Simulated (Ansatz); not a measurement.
# AlSi2H5O (SMILES [SiH3][Al]1[O][SiH2]1) at CCSD(T)/6-31G(d) (spherical functions)

What is the vertical singlet–triplet gap of AlSi2H5O at CCSD(T)/6-31G* (spherical functions)? 

The calculation is run with Ansatz 0.2.0.

83 further runs of the same task are left out: 1 that didn't finish, 82 set aside as unsound or not needed.

## Step 1: The molecule

The species is AlSi2H5O (9 atoms), meant as a singlet with charge 0. As SMILES, `[SiH3][Al]1[O][SiH2]1`. Geometry: relaxed at PBE0-D4/def2-TZVP.

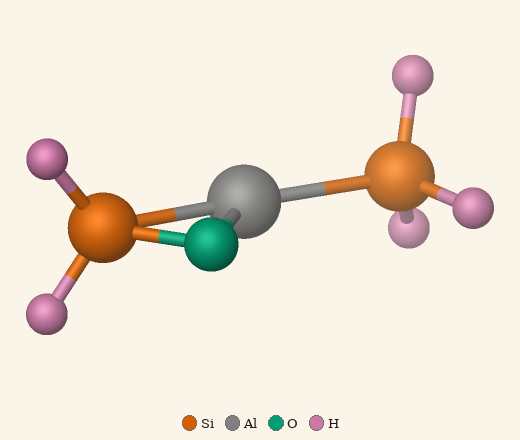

Viewed from a chosen angle; silicon orange, aluminium grey, oxygen teal, hydrogen pink.

## Step 2: A single-point energy at CCSD(T)/6-31G(d) (spherical functions)

The input, input.yaml:

```yaml
crystal:
  periodic: [false, false, false]
  atoms:
    - {symbol: Si, position_ang: [-0.652900, 1.717100, -1.334700]}
    - {symbol: Al, position_ang: [-0.124900, -0.148900, 0.162800]}
    - {symbol: O, position_ang: [1.392700, -0.965300, 0.434300]}
    - {symbol: Si, position_ang: [0.478600, -1.877700, 1.520900]}
    - {symbol: H, position_ang: [-1.763800, 1.326700, -2.244900]}
    - {symbol: H, position_ang: [-1.100100, 2.886400, -0.529300]}
    - {symbol: H, position_ang: [0.526500, 2.112800, -2.150200]}
    - {symbol: H, position_ang: [0.403300, -3.327600, 1.187000]}
    - {symbol: H, position_ang: [0.929000, -1.770000, 2.936900]}
basis:
  gaussian: {orbitals: 6-31G_st_-spherical.json}
correlation: {method: ccsd_t, frozen_orbitals: {Al: 5, H: 0, O: 1, Si: 5}}
accuracy: high
scf: {omitted_lower_state_checks: [cluster_reference, increment]}
```

The basis set 6-31G* is read from a file made from the Basis Set Exchange's data (not shown).

Run with:

```console
$ ansatz run input.yaml --threads 1 --pin off --max-ram 3480MiB --events-out events.jsonl --progress --plain --runs-dir runs
```

The log of the run, cut to the lines that bear on the results:

```text
Warning: RAYON_NUM_THREADS=1 ignored (pool sized by the plan → 1); use --threads N
Functional definition: HF
  name "HF"
[...]
1704 factors; integrals over basis functions are off by at most 7.2e-9 eV
[...]
mean field -24422.71653979 eV, -897.5182785253 hartree, gradient 1.9e-8 eV, S^2 0.000000; 0 other end points of the search recorded, 0 dependent functions left out
16 core orbitals not correlated: weight in the atoms' cores, before any rotation towards them, 1.000 or more for the frozen orbitals, at most 0.000 for the correlated occupied ones
reference -24422.71653979 eV, -897.5182785253 hartree; 11, 11 occupied and 51, 51 virtual orbitals, 1704 factors
second order -10.60436537 eV of doubles, -0.00000000 eV of singles
cycle   1  -11.18805882 eV  change   -5.8e-1 eV  update   1.2e-1
[...]
cycle  23  -11.78330751 eV  change   6.6e-10 eV  update   1.3e-9
perturbative correction -0.36327379 eV, -0.0133500657 hartree
Total energy: -24434.86312109 eV, -897.9646571551 hartree
Checks for a lower state left out: cluster_reference, increment
```

Run time: 9.3 s. Hardware: 1 thread of Arm Neoverse V1, shared host; peak memory 0.31 GiB.

## Step 3: The triplet

The input, job.yaml:

```yaml
crystal:
  periodic: [false, false, false]
  atoms:
    - {symbol: Si, position_ang: [-0.652900, 1.717100, -1.334700]}
    - {symbol: Al, position_ang: [-0.124900, -0.148900, 0.162800]}
    - {symbol: O, position_ang: [1.392700, -0.965300, 0.434300]}
    - {symbol: Si, position_ang: [0.478600, -1.877700, 1.520900]}
    - {symbol: H, position_ang: [-1.763800, 1.326700, -2.244900]}
    - {symbol: H, position_ang: [-1.100100, 2.886400, -0.529300]}
    - {symbol: H, position_ang: [0.526500, 2.112800, -2.150200]}
    - {symbol: H, position_ang: [0.403300, -3.327600, 1.187000]}
    - {symbol: H, position_ang: [0.929000, -1.770000, 2.936900]}
basis:
  gaussian: {orbitals: 6-31G_st_-spherical.json}
magnetization: {spin_polarized: true, initial_magnetization: 2}
correlation: {method: ccsd_t, frozen_orbitals: {Al: 5, H: 0, O: 1, Si: 5}}
accuracy: high
scf: {omitted_lower_state_checks: [cluster_reference, increment]}
```

The basis set 6-31G* is read from a file made from the Basis Set Exchange's data (not shown).

Run with:

```console
$ ansatz run job.yaml --threads 1 --pin off --max-ram 3480MiB --events-out events.jsonl --progress --plain --runs-dir runs
```

The log of the run, cut to the lines that bear on the results:

```text
Warning: RAYON_NUM_THREADS=1 ignored (pool sized by the plan → 1); use --threads N
[... 2 set-up lines as earlier in the session ...]
[...]
1704 factors; integrals over basis functions are off by at most 7.2e-9 eV
[...]
mean field -24420.23118798 eV, -897.4269435309 hartree, gradient 2.5e-8 eV, S^2 2.017776; 8 other end points of the search recorded, 0 dependent functions left out
16 core orbitals not correlated: weight in the atoms' cores, before any rotation towards them, 1.000 or more for the frozen orbitals, at most 0.000 for the correlated occupied ones
reference -24420.23118798 eV, -897.4269435309 hartree; 12, 10 occupied and 50, 52 virtual orbitals, 1704 factors
second order -10.22395875 eV of doubles, -0.00000000 eV of singles
cycle   1  -10.80528695 eV  change   -5.8e-1 eV  update   1.2e-1
[...]
cycle  35  -11.44824413 eV  change   -2.1e-9 eV  update   2.7e-9
perturbative correction -0.35198026 eV, -0.0129350360 hartree
Total energy: -24432.03141237 eV, -897.8605937790 hartree
Checks for a lower state left out: cluster_reference, increment
```

Wall time 58 s (1 thread of Arm Neoverse V1, shared host); peak memory 0.54 GiB.

## Step 4: What came out

Level: CCSD(T)/6-31G* (spherical functions), 16 core orbitals frozen.

```
                                             quantity          value
                                singlet: total energy  -897.96466 Eh
singlet: correlation energy (16 core orbitals frozen)     -446.4 mEh
                              singlet: (T) correction     -13.35 mEh
                               singlet: T1 diagnostic          0.018
                                triplet: total energy  -897.86059 Eh
triplet: correlation energy (16 core orbitals frozen)     -433.7 mEh
                              triplet: (T) correction     -12.94 mEh
           triplet: ⟨S²⟩ of the reference determinant          2.018
                               triplet: T1 diagnostic          0.045
     vertical energy of the triplet above the singlet       2.832 eV
```

What this shows: At this shape the triplet lies 2.83 eV (65 kcal/mol) above the singlet. The triples (singlet) make up 3.0 % of the correlation energy. The triples (triplet) make up 3.0 % of the correlation energy.
